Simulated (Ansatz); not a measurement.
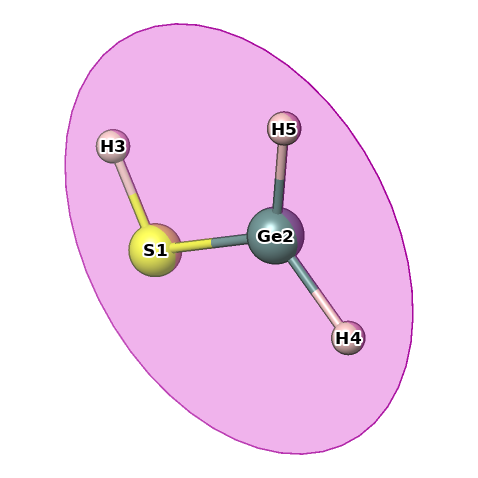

A disc through the centre of mass is drawn in. Distant atoms are faded towards the background colour. Charge +1, singlet. Computed geometry: PBE-D4/def2-SVP optimisation. No frequency run is at hand to confirm it as a minimum.

**Is the plane of the disc a mirror plane of the structure?**

Yes. The reflection leaves S1, Ge2, H3, H4, H5 in place. The point group is Cs.
